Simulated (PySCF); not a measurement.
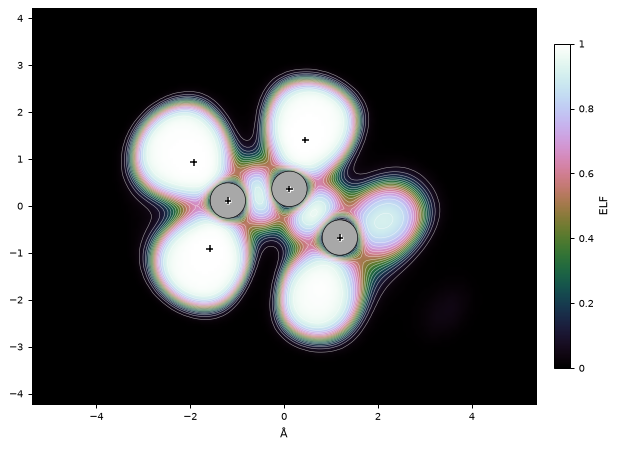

The electron localisation function on a plane through atoms (crosses mark nuclei in the plane; grey discs cover the cores).

Level of theory: PBE0/pcSseg-1, SCF density, gas phase, non-relativistic in PySCF.

Candidates:
A. C5H10O3Si (SMILES C=CC[Si]1(O)OCCO1)
B. C2Cl2F6Si (SMILES FC(F)(F)[Si](Cl)(Cl)C(F)(F)F)

Question: Which candidate gave the map?

Answer: Candidate A: C5H10O3Si on the plane of atoms C2, C1 and H11, which holds C and H. C–C (1.34 Å): the ELF peaks at about 0.90 between the atoms (a multiple bond).
